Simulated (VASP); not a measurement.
Band structure of TaGe2 (relaxed from the MoSi2 structure, space group I4/mmm). Method: PBEsol GGA, VASP's PBE PAW potentials (set 64) (plane waves; VASP 6.6.1).

Unless said otherwise, spin-orbit coupling is left out, though it shifts the bands of the heavy elements here.

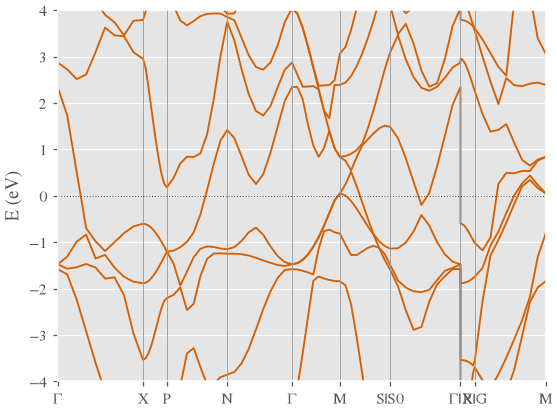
*Bands along high-symmetry lines, zero at the valence-band maximum or, without a gap, the Fermi level*

Problem. Read the plot: is there a gap, and where are the band edges?

Solution. It has no gap at this level: it comes out as a metal or semimetal. (Edges off the drawn lines would not show.)

The structure was generated: TaGe2 was put into the MoSi2 type (I4/mmm), which need not be its known phase. It was relaxed first. The electron count is odd and the run is not spin-polarised, which forces a metal.
